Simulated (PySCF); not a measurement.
# CH3BFN (SMILES [H]/N=C(\B)F), step by step

Wanted: a geometry optimisation (HF/DZVP), then the harmonic vibrations, then the energy (M11/cc-pVTZ), then the vertical excitations (TDA-PBE/6-311+G**) of CH3BFN. Input form: a Python script.

The calculation is run with PySCF 2.14.0.

## 1. The molecule

CH3BFN has 7 atoms, charge 0, and is taken as a singlet. As SMILES, `[H]/N=C(\B)F`. All atoms were displaced at random from a relaxed shape. The run starts from this shape.

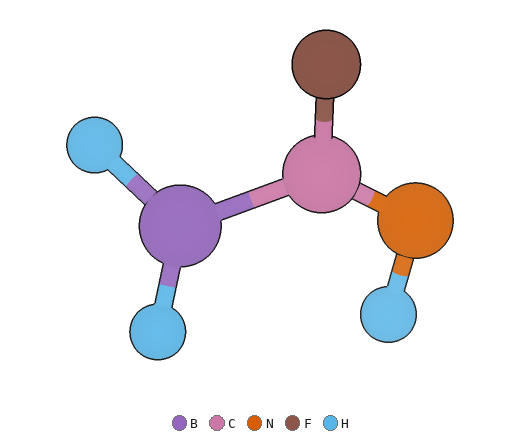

Viewed from a chosen angle; boron purple, carbon pink, nitrogen orange, fluorine brown, hydrogen blue.

## 2. A geometry optimisation at HF/DZVP (run 1)

start.xyz reads:

```xyz
7
CH3BFN
B     -0.368682     0.877590    -0.171703
C      0.572641    -0.386619     0.066734
N      0.256505    -1.443042     0.481884
F      1.837487    -0.145017    -0.277203
H     -0.208161     1.519492    -1.262568
H     -1.312902     1.065463     0.447831
H     -0.776715    -1.341014     0.822626
```

run.py reads:

```python
# BC(=N)F
from pyscf import gto, scf
from pyscf.geomopt.geometric_solver import kernel as optimise

mol = gto.M(
    atom='start.xyz',
    max_memory=1860,
    basis='dzvp',
    verbose=3,
    charge=0,
)

calc0 = scf.RHF(mol)
converged, mol_eq = optimise(calc0, maxsteps=100)
print('converged:', converged)
print(mol_eq.tostring())

calc0.reset(mol_eq)
mol = mol_eq
calc0.kernel()
etot = calc0.e_tot
print('E(%s) = %.9f' % ('HF', etot))
```

Launch:

```
OMP_NUM_THREADS=1 python run.py
```

The log of the run:

```text
maxiter                   100
[... 35 lines left out ...]
> Will converge when all 5 criteria are reached:
[... 32 lines left out ...]
Step    0 : Gradient = 8.909e-02/1.592e-01 (rms/max) Energy = -218.1300920976
[... 62 lines left out ...]
converged SCF energy = -218.151703843845
[... 74 lines left out ...]
converged SCF energy = -218.152100516713
[... 74 lines left out ...]
converged SCF energy = -218.152415066293
[... 63 lines left out ...]
Converged! =D
[... 1 line left out ...]
converged: True
B          -0.39692475        0.88081503       -0.28713506
C           0.54025549       -0.36757577        0.00819408
N           0.26714475       -1.38935733        0.66441200
F           1.76084666       -0.29311234       -0.51822909
H          -0.00339406        1.79213489       -0.93171114
H          -1.49596511        0.86314180        0.16036565
H          -0.67178999       -1.33919328        1.01170456
converged SCF energy = -218.152415653947
E(HF) = -218.152415654
```

It took 86 s on 1 thread of Intel Xeon at 2.50GHz (Skylake/Cascade Lake), shared host; peak memory 0.15 GiB.

Steps, from the record of the run:

```
step  energy from the first frame kept (eV)  largest force (eV/Å)
   0                                 0.0000                8.1866
   1                                -0.5539                0.7588
   2                                -0.5492                1.0294
   3                                -0.5881                0.1672
   4                                -0.5902                0.1057
   5                                -0.5940                0.1432
   6                                -0.5989                0.2943
   7                                -0.6035                0.2640
   8                                -0.6071                0.0738
   9                                -0.6074                0.0174
  10                                -0.6075                0.0090
  11                                -0.6075                0.0037
```

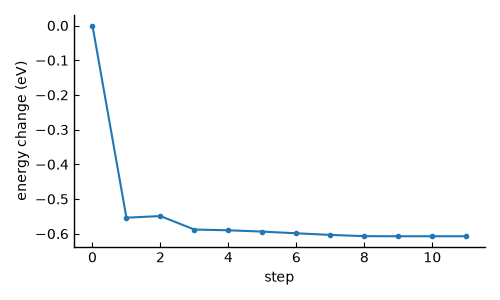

Energy along the run.

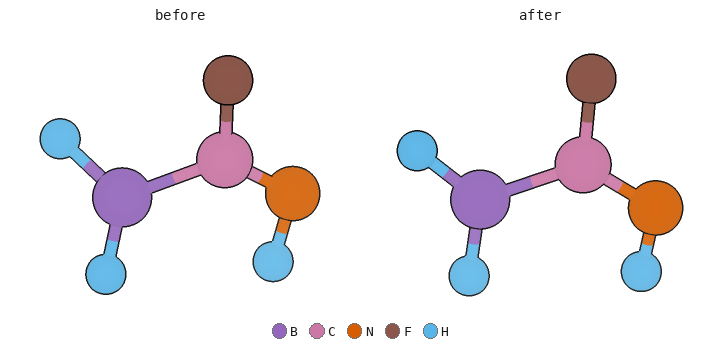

Before and after, at one scale.

After the run. Bond lengths: B1–C2 1.589 Å, C2–N3 1.245 Å, C2–F4 1.331 Å, B1–H5 1.184 Å, B1–H6 1.187 Å, N3–H7 1.002 Å. Angles: B1–C2–N3 127.9°, B1–C2–F4 115.0°, N3–C2–F4 117.1°, C2–B1–H5 120.7°, C2–B1–H6 117.7°, C2–N3–H7 110.3°, H5–B1–H6 121.7°.

## 3. The harmonic vibrations at HF/DZVP (run 2)

mol.xyz reads:

```xyz
7
CH3BFN
B     -1.029109     1.196781    -0.231013
C     -0.091929    -0.051610     0.064316
N     -0.365039    -1.073391     0.720534
F      1.128663     0.022854    -0.462107
H     -0.635578     2.108101    -0.875589
H     -2.128149     1.179108     0.216488
H     -1.303974    -1.023227     1.067827
```

input.py reads:

```python
# BC(=N)F
from pyscf import gto, scf, symm
from pyscf.hessian import thermo

mol = gto.M(
    atom='mol.xyz',
    basis='dzvp',
    max_memory=1860,
    verbose=3,
)

mf = scf.RHF(mol)
mf.kernel()

energy = mf.e_tot
print(f'total energy: {energy:.8f} hartree')
hess = mf.Hessian().kernel()
modes = thermo.harmonic_analysis(mol, hess)
thermo.dump_normal_mode(mol, modes)
symm.geom.TOLERANCE = 1e-3  # for the symmetry number
th = thermo.thermo(mf, modes['freq_au'], 298.15, 101325)
thermo.dump_thermo(mol, th)
```

Launch:

```
OMP_NUM_THREADS=1 python input.py
```

The log of the run:

```text
converged SCF energy = -218.15241565385
total energy: -218.15241565 hartree
[... 84 lines left out ...]
Gibbs free energy [Eh] -218.13202
```

Run time: 73 s. Hardware: 1 thread of Intel Xeon at 2.50GHz (Skylake/Cascade Lake), shared host; peak memory 0.14 GiB.

## 4. A single-point energy at M11/cc-pVTZ (density fitting with aug-cc-pvtz-jkfit) (run 3)

input.xyz reads:

```xyz
7
CH3BFN
B     -0.396925     0.880815    -0.287135
C      0.540255    -0.367576     0.008194
N      0.267145    -1.389357     0.664412
F      1.760847    -0.293112    -0.518229
H     -0.003394     1.792135    -0.931711
H     -1.495965     0.863142     0.160366
H     -0.671790    -1.339193     1.011705
```

run.py reads:

```python
# BC(=N)F
from pyscf import gto, dft

mol = gto.Mole()
mol.atom = 'input.xyz'
mol.max_memory = 1860
mol.basis = 'cc-pvtz'
mol.charge = 0
mol.verbose = 4
mol.build()

myscf = dft.RKS(mol)
myscf.xc = 'hyb_mgga_x_m11,mgga_c_m11'
myscf = myscf.density_fit(auxbasis='aug-cc-pvtz-jkfit')
myscf.kernel()

etot = myscf.e_tot
print('E(%s) = %.9f' % ('M11', etot))
dip = myscf.dip_moment()
pop, q = myscf.mulliken_pop()
```

Launch:

```
OMP_NUM_THREADS=1 python run.py
```

The log of the run:

```text
PySCF version 2.14.0

[... 82 lines left out ...]
converged SCF energy = -219.307301207864
[... 1 line left out ...]
Dipole moment(X, Y, Z, Debye): -2.33180,  1.62761,  0.05706
[... 170 lines left out ...]
charge of    6H =      0.10071
```

Wall time 43 s (1 thread of Intel Xeon at 2.50GHz (Skylake/Cascade Lake), shared host); peak memory 0.72 GiB.

## 5. The vertical excitations at TDA-PBE/6-311+G(d,p) (spin of roots singlet) (run 4)

start.xyz reads:

```xyz
7
CH3BFN
B     -0.396925     0.880815    -0.287135
C      0.540255    -0.367576     0.008194
N      0.267145    -1.389357     0.664412
F      1.760847    -0.293112    -0.518229
H     -0.003394     1.792135    -0.931711
H     -1.495965     0.863142     0.160366
H     -0.671790    -1.339193     1.011705
```

run.py reads:

```python
from pyscf import gto, dft, tdscf

mol = gto.Mole()
mol.atom = 'start.xyz'
mol.verbose = 4
mol.basis = '6-311+g**'
mol.charge = 0
mol.spin = 0
mol.max_memory = 1860
mol.build()

myscf = dft.RKS(mol)
myscf.xc = 'pbe'
myscf.kernel()

e_final = myscf.e_tot
print('E = %.10f Eh' % e_final)

td = tdscf.TDA(myscf)
td.nstates = 3
td.kernel()
td.analyze()
roots = td.e * 27.211386
osc = td.oscillator_strength()
print('state   eV      nm      f')
for i, (w, f) in enumerate(zip(roots, osc), 1):
    print('%3d %9.4f %8.1f %9.5f' % (i, w, 1239.842 / w, f))
```

Launch:

```
OMP_NUM_THREADS=1 python run.py
```

The log of the run:

```text
PySCF version 2.14.0

[... 78 lines left out ...]
converged SCF energy = -219.117593591062
[... 21 lines left out ...]
** Transition electric dipole moments (AU) **
[... 5 lines left out ...]
** Transition velocity dipole moments (imaginary part, AU) **
state          X           Y           Z        Dip. S.      Osc.
  1         0.0038      0.0051      0.0096      0.0001      0.0008
  2         0.0074      0.0099      0.0185      0.0005      0.0019
  3        -0.0427     -0.0022      0.0182      0.0022      0.0075

** Transition magnetic dipole moments (imaginary part, AU) **
state          X           Y           Z
  1         0.0142      0.1903     -0.1077
  2         0.2705     -0.7052      0.2699
  3         0.0352      0.0473      0.0883
state   eV      nm      f
  1    3.1377    395.1   0.00073
  2    4.7806    259.3   0.00003
  3    5.2021    238.3   0.09988
```

Run time: 68 s. Hardware: 1 thread of Intel Xeon at 2.50GHz (Skylake/Cascade Lake), shared host; peak memory 0.65 GiB.

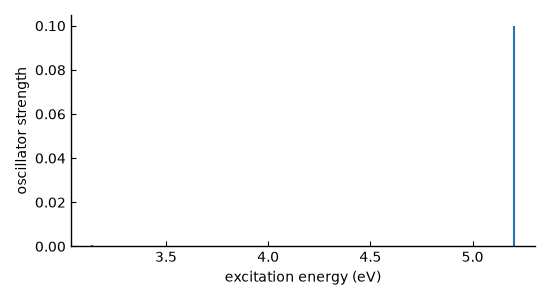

Vertical excitations as sticks.

The roots found:

```
excited state  energy (eV)  strength
            1        3.138    0.0007
            2        4.781    0.0000
            3        5.202    0.0999
```

## 6. Results

```
                                                                 quantity             value
                                  run 1, HF/DZVP: total energy at the end     -218.15242 Eh
                                            run 1, HF/DZVP: dipole moment            3.34 D
                                              run 1, HF/DZVP: HOMO energy         -12.50 eV
                                              run 1, HF/DZVP: LUMO energy           0.53 eV
                                            run 1, HF/DZVP: HOMO–LUMO gap          13.02 eV
                               run 2, HF/DZVP: lowest harmonic wavenumber          109 cm⁻¹
                              run 2, HF/DZVP: highest harmonic wavenumber         3785 cm⁻¹
                                        run 2, HF/DZVP: zero-point energy      124.1 kJ/mol
run 2, HF/DZVP: ideal-gas entropy at 298.15 K (symmetry number 1 as used)  67.9 cal/(mol K)
                                         run 3, M11/cc-pVTZ: total energy     -219.30730 Eh
                                        run 3, M11/cc-pVTZ: dipole moment            2.84 D
                                          run 3, M11/cc-pVTZ: HOMO energy         -11.04 eV
                                          run 3, M11/cc-pVTZ: LUMO energy          -0.79 eV
                                        run 3, M11/cc-pVTZ: HOMO–LUMO gap          10.25 eV
              run 4, TDA-PBE/6-311+G**: ground-state or mean-field energy     -219.11759 Eh
          run 4, TDA-PBE/6-311+G**: dipole moment (PBE Kohn–Sham density)            2.66 D
           run 4, TDA-PBE/6-311+G**: HOMO energy (PBE Kohn–Sham orbitals)          -7.03 eV
           run 4, TDA-PBE/6-311+G**: LUMO energy (PBE Kohn–Sham orbitals)          -4.15 eV
         run 4, TDA-PBE/6-311+G**: HOMO–LUMO gap (PBE Kohn–Sham orbitals)           2.88 eV
               run 4, TDA-PBE/6-311+G**: lowest singlet excitation energy           3.14 eV
```

What this shows: The optimisation (run 1, HF/DZVP) took 11 steps and changed the energy by -0.607 eV. Mulliken charges (run 1, HF/DZVP) run from -0.51 on N3 to +0.38 on H7; they depend strongly on the basis. All 15 modes (run 2, HF/DZVP) are real, so the shape is a minimum at this level. Mulliken charges (run 2, HF/DZVP) run from -0.51 on N3 to +0.38 on H7. The brightest of the 3 transitions from the ground state lies at 5.20 eV (238 nm, f = 0.100); the lowest, at 3.14 eV, has f = 0.001.
